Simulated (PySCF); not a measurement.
# C5H7F: the cost of one run

Computed with PySCF 2.14.0, with density-fitted response routines of our own, on a single molecule in the gas phase. Atoms count from 0, in the outputs and in this text.

## Step 1: Starting geometry

13 atoms, charge 0, multiplicity 1; geometry from: GFN2-xTB. The atoms were then displaced at random by about 0.01 Å, so the start is not that level's minimum.

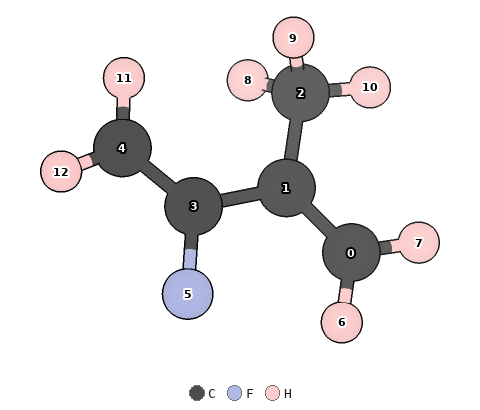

The starting geometry (carbon dark grey, fluorine light blue, hydrogen pink), atoms numbered.

## Step 2: Relaxing the molecule at PBE0-D3(BJ)/def2-SVP

What the job is given:

```
{"job": {"xc": "PBE0", "basis": "def2-SVP", "d3": "d3bj", "grid": 1, "shake": 0.01, "kind": "geom"}, "charge": 0, "multiplicity": 1}
C     -1.216680     1.323790     0.385670
C     -0.440930     0.302540     0.169420
C     -0.967530    -1.101880     0.086900
C      1.037060     0.496620     0.000830
C      1.929290    -0.437110    -0.218210
F      1.405540     1.792490     0.077890
H     -0.848160     2.353070     0.434990
H     -2.283360     1.232470     0.501860
H     -0.712520    -1.534090    -0.852380
H     -0.493110    -1.715960     0.879810
H     -2.034110    -1.117050     0.239440
H      1.693450    -1.470770    -0.272100
H      2.936890    -0.141000    -0.323040
```

Launch:

```console
OMP_NUM_THREADS=1 python probes_run.py task.json out
```

The driver reads the jobs from task.json and runs them one after another.

Q: Estimate the wall time and peak memory of this first job on 1 thread of Arm Neoverse V2, shared host.

About 27 s, with a peak of 0.5 GiB.
